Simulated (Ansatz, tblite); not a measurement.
# InCl2Br (InBrCl₂): spin states and exact exchange

Aim: set other spin states of InCl2Br (InBrCl₂) against its singlet, on many levels of theory.

Program: Ansatz 0.2.0, Gaussian basis. Level of theory: as each input shows. These are calculated values, not measurements.

Plan: triplet, at the geometry of the singlet (GFN1-xTB, GFN2-xTB, PBE0-D4/def2-TZVP, PBE-D4/def2-TZVP, r2SCAN-D4/def2-TZVP); the singlet's energies come from earlier runs.

1 further run of the same task is left out (set aside as unsound or not needed).

### 1 The geometry

The geometry is that of the singlet, from an earlier relaxation (r2SCAN-D4/def2-SVP).

4 atoms, charge 0, spin multiplicity 1.

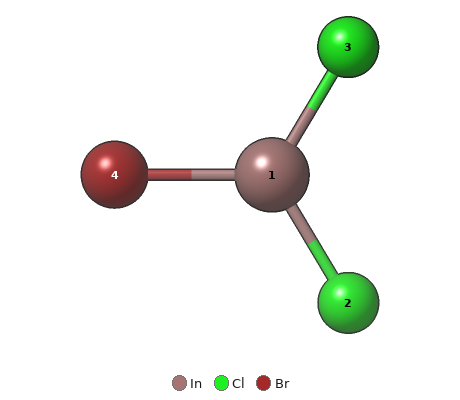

The structure; indium brown, chlorine green, bromine red; atoms are numbered from 1 in the order of the file.

In takes a core potential in the def2 sets. No spin-orbit coupling is included.

### 2 Triplet at the fixed geometry, GFN1-xTB

Tight binding, by tblite at 300 K electronic temperature and without a spin-polarisation term:

```python
tblite.interface.Calculator('GFN1-xTB', numbers, positions, charge=0, uhf=2).singlepoint()
```

Energy -377.7661 eV; 0.061 s.

### 3 Triplet at the fixed geometry, GFN2-xTB

Tight binding, by tblite at 300 K electronic temperature and without a spin-polarisation term:

```python
tblite.interface.Calculator('GFN2-xTB', numbers, positions, charge=0, uhf=2).singlepoint()
```

Energy -393.2015 eV; 0.03 s.

### 4 Triplet at the fixed geometry, PBE0-D4/def2-TZVP

in.yaml

```yaml
crystal:
  periodic: [false, false, false]
  atoms:
    - {symbol: In, position_ang: [0.009713, 0.016368, -0.000045]}
    - {symbol: Cl, position_ang: [2.337625, 0.018980, 0.011985]}
    - {symbol: Cl, position_ang: [-1.104762, 2.060126, -0.018033]}
    - {symbol: Br, position_ang: [-1.242576, -2.095474, 0.006093]}
basis:
  gaussian: {orbitals: def2-TZVP}
magnetization: {spin_polarized: true, initial_magnetization: 2}
hamiltonian: {xc: pbe0, dispersion: d4}
scf: {omitted_lower_state_checks: [starts]}
output: {orbitals: {seedname: orbitals}}
```

On the command line:

```sh
$ ansatz run in.yaml --threads 4 --pin off --events-out ev --progress --plain --max-ram 3916MiB
```

The log of the run:

```text
Functional definition: PBE0
  name "PBE0"
  cite "Adamo & Barone, J. Chem. Phys. 110, 6158 (1999) doi:10.1063/1.478522"
  cite "Perdew, Burke & Ernzerhof, Phys. Rev. Lett. 77, 3865 (1996) doi:10.1103/PhysRevLett.77.3865"
  parent pbe
  parameter a = 0.25
  parameter kappa = 0.804
  parameter beta = 0.06672455060314922
  exchange = (1 - a)*pbe_x(kappa = kappa, mu = beta*pi^2/3) + a*exact_x
  correlation = pbe_c(beta = beta)
these checks for a lower state are left out or cut short: starts
1234 factors; integrals over basis functions are off by at most 9.3e-4 eV
mean field evaluation 1: about -100247.4023 eV, gradient 2.0e1 eV
mean field evaluation 2: about -100237.3331 eV, gradient 4.6e1 eV
mean field evaluation 4: about -100249.6302 eV, gradient 6.6e0 eV
mean field evaluation 8: about -100249.9605 eV, gradient 1.0e0 eV
mean field evaluation 16: about -100249.9688 eV, gradient 3.5e-2 eV
mean field evaluation 32: about -100249.9688 eV, gradient 2.5e-5 eV
mean field -100249.96880277 eV, -3684.1184016324 hartree, gradient 9.8e-6 eV, S^2 2.005952; 0 other end points of the search recorded, 0 dependent functions left out
reference -100249.96883754 eV, -3684.1184029100 hartree; 46, 44 occupied and 126, 128 virtual orbitals, 1234 factors
Total energy: -100250.09390916 eV, -3684.1229992074 hartree
Checks for a lower state left out: starts
```

It took 58 s on 4 threads of Intel Xeon at 2.50GHz, shared host; peak memory 0.78 GiB.

HOMO -4.76 eV, LUMO -7.67 eV (over both spins; with the spin held, an empty level of the minority spin lies below the top filled one); ⟨S²⟩ 2.006 (pure: 2.00).

### 5 Triplet at the fixed geometry, PBE-D4/def2-TZVP

start.molden holds the orbitals of an earlier run on this state, given as this run's starting guess.

Edit in.yaml of step 4 so:

```diff
@@ -8,5 +8,5 @@
 basis:
-  gaussian: {orbitals: def2-TZVP}
+  gaussian: {orbitals: def2-TZVP, initial_orbitals: start.molden}
 magnetization: {spin_polarized: true, initial_magnetization: 2}
-hamiltonian: {xc: pbe0, dispersion: d4}
+hamiltonian: {xc: pbe, dispersion: d4}
 scf: {omitted_lower_state_checks: [starts]}
```

Same command.

The log of the run:

```text
Functional definition: PBE
  name "PBE"
  cite "Perdew, Burke & Ernzerhof, Phys. Rev. Lett. 77, 3865 (1996) doi:10.1103/PhysRevLett.77.3865"
  parent pbe
  parameter kappa = 0.804
  parameter beta = 0.06672455060314922
  exchange = pbe_x(kappa = kappa, mu = beta*pi^2/3)
  correlation = pbe_c(beta = beta)
these checks for a lower state are left out or cut short: starts
1276 factors; their error is unknown
mean field evaluation 1: about -100245.9790 eV, gradient 1.0e1 eV
mean field evaluation 2: about -100246.1498 eV, gradient 3.7e-1 eV
mean field evaluation 4: about -100246.1409 eV, gradient 1.6e-1 eV
mean field evaluation 8: about -100246.1412 eV, gradient 2.5e-5 eV
mean field evaluation 16: about -100246.1412 eV, gradient 2.7e-6 eV
mean field -100246.14118681 eV, -3683.9777393403 hartree, gradient 2.7e-6 eV, S^2 2.001839; 0 other end points of the search recorded, 0 dependent functions left out
reference -100246.14123383 eV, -3683.9777410681 hartree; 46, 44 occupied and 126, 128 virtual orbitals, 1276 factors
Total energy: -100246.28303310 eV, -3683.9829520953 hartree
Checks for a lower state left out: starts
```

It took 25 s on 4 threads of Intel Xeon at 2.50GHz, shared host.

HOMO -3.97 eV, LUMO -7.84 eV (over both spins; with the spin held, an empty level of the minority spin lies below the top filled one); ⟨S²⟩ 2.002 (pure: 2.00).

### 6 Triplet at the fixed geometry, r2SCAN-D4/def2-TZVP

Edit in.yaml of step 5 so:

```diff
@@ -10,3 +10,3 @@
 magnetization: {spin_polarized: true, initial_magnetization: 2}
-hamiltonian: {xc: pbe, dispersion: d4}
+hamiltonian: {xc: r2scan, dispersion: d4}
 scf: {omitted_lower_state_checks: [starts]}
```

Same command.

The log of the run, cut to the lines that bear on the results:

```text
Functional definition: r2SCAN
  name "r2SCAN"
  cite "Furness, Kaplan, Ning, Perdew & Sun, J. Phys. Chem. Lett. 11, 8208 (2020) doi:10.1021/acs.jpclett.0c02405"
  cite "Furness, Kaplan, Ning, Perdew & Sun, J. Phys. Chem. Lett. 11, 9248 (2020) doi:10.1021/acs.jpclett.0c03077"
  parent r2scan
[...]
1276 factors; their error is unknown
[...]
mean field -100266.49783250 eV, -3684.7258322712 hartree, gradient 1.1e-6 eV, S^2 2.004662; 0 other end points of the search recorded, 0 dependent functions left out
reference -100266.49784848 eV, -3684.7258328584 hartree; 46, 44 occupied and 126, 128 virtual orbitals, 1276 factors
Total energy: -100266.52989938 eV, -3684.7270107072 hartree
Checks for a lower state left out: starts
```

Wall time 60 s (4 threads of Intel Xeon at 2.50GHz, shared host).

HOMO -4.11 eV, LUMO -8.06 eV (over both spins; with the spin held, an empty level of the minority spin lies below the top filled one); ⟨S²⟩ 2.005 (pure: 2.00).

### 7 Triplet less singlet, vertical

The singlet's energies are those of its earlier runs, whose logs aren't repeated here.

```csv
level,"triplet less singlet, vertical (kcal/mol)",time
GFN1-xTB,+96.0,0.078 s
GFN2-xTB,+70.8,0.045 s
PBE-D4/def2-TZVP,+88.3,38 s
r2SCAN-D4/def2-TZVP,+95.3,79 s
PBE0-D4/def2-TZVP,+101.9,77 s
```

Times add the two runs; a level without a time comes out of a correlated run. Tight binding without a spin term can't rank spin states.

### 8 Outcome

```
                                                quantity                                        value
triplet less singlet, vertical, functionals in def2-TZVP  +88.3 (PBE-D4) to +101.9 kcal/mol (PBE0-D4)
```

What this shows: All functionals put the triplet above the singlet, over a spread of 13.6 kcal/mol. The checks for a lower triplet were left out, so another state of that spin may lie lower. These are electronic energies, without zero-point motion, entropy or surroundings.
